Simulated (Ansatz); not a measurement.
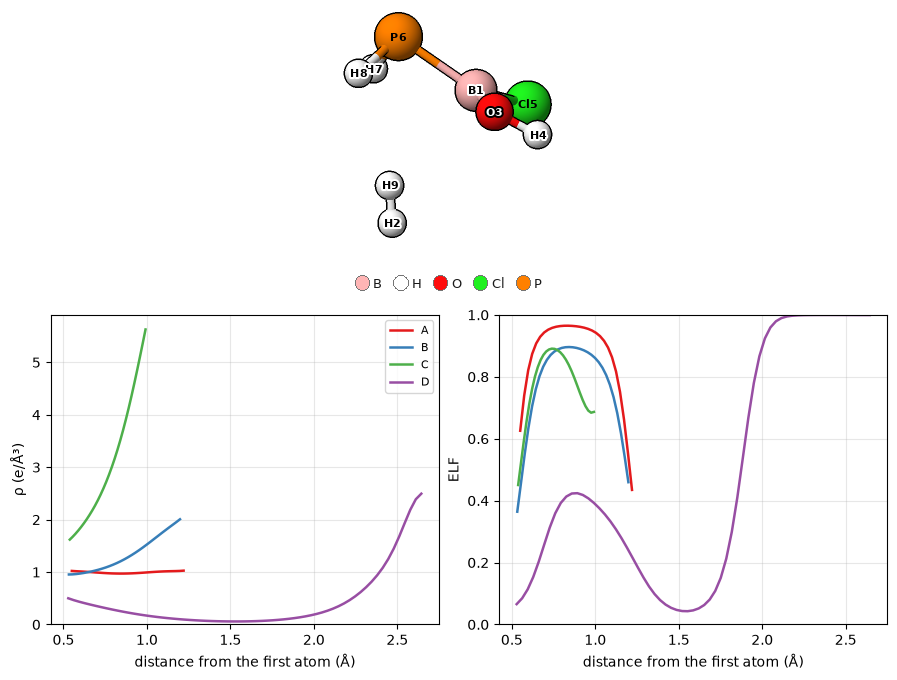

The picture shows: BClH3OP···H2. Electron density and electron localisation function along straight lines between neighbouring atoms. The curves leave out the atomic cores. The structure is drawn too.

Theory: Ansatz, RKS LDA/6-31G*.

```xyz
9

B     0.0095    0.6803   -0.4579
H    -0.5309   -0.4971    2.4990
O     1.2708    0.2154   -0.4822
H     1.3346   -0.6710   -0.8999
Cl   -1.3106   -0.2894   -1.1414
P    -0.3271    2.4660    0.1412
H    -1.4869    2.1507    0.9215
H     0.5914    2.4375    1.2427
H    -0.4750    0.1494    2.0862
```

Question: Which curve belongs to which contact (B–Cl, B–H, B–O and B–P)? The first atom named is at distance zero.

Answer: Curve A: B–P (1.91 Å): ρ at the midpoint is about 0.98 e/Å³; the ELF peaks at about 0.95 between the atoms: localised, covalent bonding. Curve B: B–Cl (1.77 Å): ρ at the midpoint is about 1.3 e/Å³; the ELF peaks at about 0.90 between the atoms (a shared but strongly polarised pair). Curve C: B–O (1.34 Å): ρ is about 2.2 e/Å³ halfway; the ELF peaks at about 0.90 between the atoms; a polar covalent bond. Curve D: B1···H9 (2.64 Å): the density falls to about 0.06 e/Å³ on the way; the ELF dips to about 0.05 between them.
